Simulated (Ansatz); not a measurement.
Start from CdSe in the wurtzite structure (space group P6_3mc, No. 186; a = 4.383 Å, c = 7.154 Å).

Now apply this change: every lattice vector is shortened by 1.51 %; the atoms relax in the strained cell.

All numbers come from Ansatz (a first-principles code) PBE, scalar-relativistic without spin-orbit coupling.

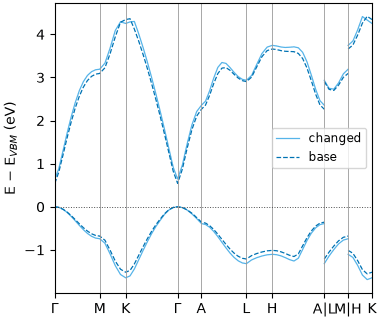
*Highest valence and lowest conduction band along the path, each from its own valence-band maximum*

Question: Read the changed gap and its character from the plot.

Answer: About 0.6 eV, direct at Γ.

Stability against distortions was not tested.
